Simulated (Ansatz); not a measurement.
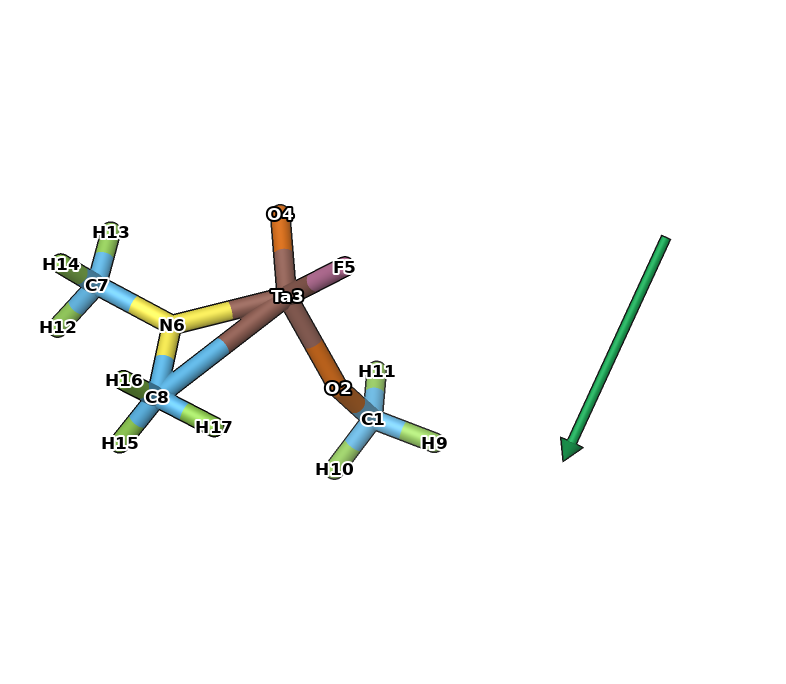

The arrow beside the molecule shows the direction of the dipole moment, from the negative to the positive end (its length means nothing). The species is neutral and a spin singlet. The geometry was computed by an optimisation with PBE0-D4/def2-TZVP. No frequency run is at hand to confirm it as a minimum. Method: RKS PBE-D4/def2-TZVPP, core potentials on Ta (Ansatz 0.2.0).

### How large is the dipole moment?

3.70 D; it points from the side of O4 to the side of H15 (the outermost atoms at the two ends).
